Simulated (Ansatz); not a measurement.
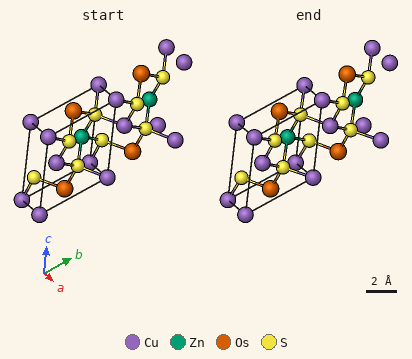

The structure of a crystal of ZnCu₂OsS₄ (a generated structure, set up in I-4) before (left) and after (right) a relaxation, at one scale.

Style: ball-and-stick. Shown: the cell of the calculation, repeated 1 × 2 × 1 with one cell outlined, slightly off an axis.

The start is a swapped structure.

Method: DFT, PAW plane waves, r2SCAN (Ansatz 0.2.0). Set-up: plane-wave cutoff 500 eV; k-point mesh 5 × 5 × 5; occupations fermi dirac; smearing width 0.0269 eV; no spin polarisation; cell and atoms relaxed; force threshold 0.03 eV/Å; at most 60 steps.

Question: Summarise the run.

Answer: The largest moves relative to the cell, 0.10 Å, are those of S atoms. Os and Cu and Zn stay in place. The drawn cell changes as follows: a = b 5.291 → 5.278 Å (−0.2 %), c 6.473 → 6.440 Å (−0.5 %); the volume changes by −1.1 %. Some distances before and after: Os–S 2.349 → 2.244 Å, S–Zn 2.270 → 2.328 Å, Cu–S 2.271 → 2.288 Å, Cu–S 2.272 → 2.267 Å. Bond angles that change, for instance: S–Cu–S 106.8° → 111.7°, Cu–S–Zn 110.8° → 107.5°, Cu–S–Os 108.2° → 110.9°. The space group stays I-4 (No. 82). After 3 accepted moves (4 points after the start) the energy has fallen by 47.4 meV per atom. Largest force component: 1.1 eV/Å at the start, 0.0086 eV/Å at the end. Pressure: −3.03 GPa at the start and 0.02 GPa at the end. The SCF was repeated once at an unchanged geometry on a basis and grid sized afresh for the cell, which shifted the energy by 0.1 meV per atom at most. The run took 2.1 min on 2 threads of Arm Neoverse V2, on a shared host, peak memory 0.87 GiB.
